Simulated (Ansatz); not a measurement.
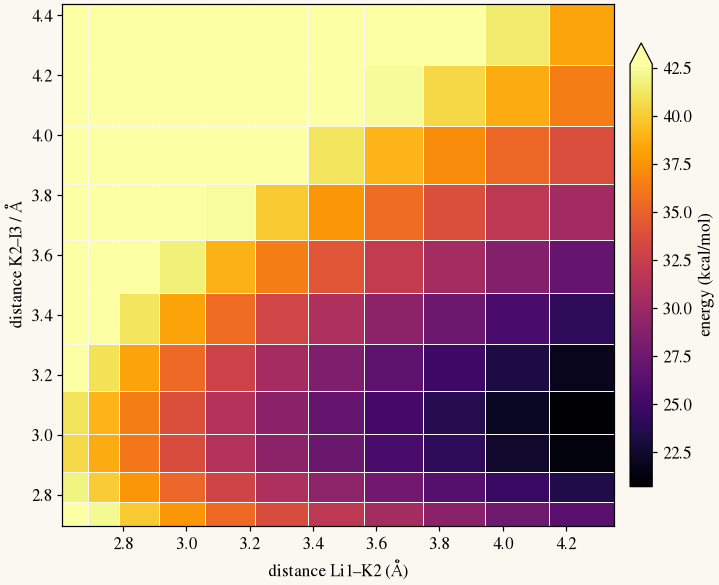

Energy landscape of the system Li⁺ + KI. First axis: distance Li1–K2. Second axis: distance K2–I3. Nothing is relaxed (the angle Li1–K2–I3 is fixed at 180 degrees). Grid: 11 × 11 points. Points are written as (first, second). All energies are given in kcal/mol relative to Li with charge +1 far from the relaxed KI (each part in its own basis). The D4 coefficients can switch as the alkali atoms part, which puts small steps into the map. Theory: Ansatz, RKS PBE0-D4/def2-SVPD.

The picture shows one coloured cell a grid point, one colour for all values above the top of the scale. 

Summarise what can be read from the map.

The lowest grid point is at (4.248 Å, 3.070 Å), 20.7 kcal/mol from Li with charge +1 far from the relaxed KI (each part in its own basis). It lies in a valley that leaves the map towards separated partners. The highest grid point, (2.648 Å, 4.336 Å), lies 45.0 kcal/mol above the lowest.

Grid values (kcal/mol):

```tsv
distance K2–I3 ↓, distance Li1–K2 →	2.648	2.728	2.845	2.982	3.134	3.298	3.472	3.654	3.845	4.043	4.248
4.336	65.7	63.0	59.6	56.1	52.9	50.1	47.7	45.6	43.7	41.4	38.2
4.131	62.1	59.5	56.2	52.8	49.7	46.9	44.5	42.4	40.5	38.6	36.4
3.933	58.2	55.7	52.4	49.2	46.2	43.4	41.1	39.0	37.1	35.3	33.6
3.742	54.1	51.7	48.5	45.4	42.5	39.9	37.6	35.5	33.7	31.8	30.3
3.560	50.1	47.7	44.7	41.7	38.9	36.3	34.1	32.2	30.3	28.5	27.0
3.386	46.3	44.0	41.1	38.2	35.5	33.1	30.9	29.1	27.3	25.6	24.1
3.222	43.1	40.9	38.2	35.4	32.8	30.5	28.4	26.6	25.0	23.3	21.9
3.070	41.0	39.0	36.3	33.7	31.2	29.0	27.0	25.3	23.7	22.1	20.7
2.933	40.6	38.6	36.1	33.6	31.2	29.1	27.2	25.6	24.1	22.5	21.2
2.816	41.9	40.0	37.6	35.2	32.9	30.9	29.2	27.6	26.2	24.7	23.4
2.736	44.1	42.2	39.9	37.6	35.4	33.5	31.8	30.3	29.0	27.5	26.3
```

The input of one point:

```yaml
crystal:
  periodic: [false, false, false]
  atoms:
    - { symbol: Li, position_ang: [-4.248, 0.0, 0.0] }
    - { symbol: K, position_ang: [0.0, 0.0, 0.0] }
    - { symbol: I, position_ang: [3.07, 0.0, 0.0] }
total_charge: 1
basis:
  gaussian: { orbitals: def2-SVPD }
hamiltonian:
  xc: pbe0
  dispersion: d4
output:
  forces: true
```

Each point was launched as `ansatz run input.yaml --threads 1 --pin off --max-ram 2560MiB --backend cpu --events-out ev --progress --plain --runs-dir out`. The whole map (121 points run) took 31 min on 1 thread of Arm Neoverse V1, with other jobs on the host.
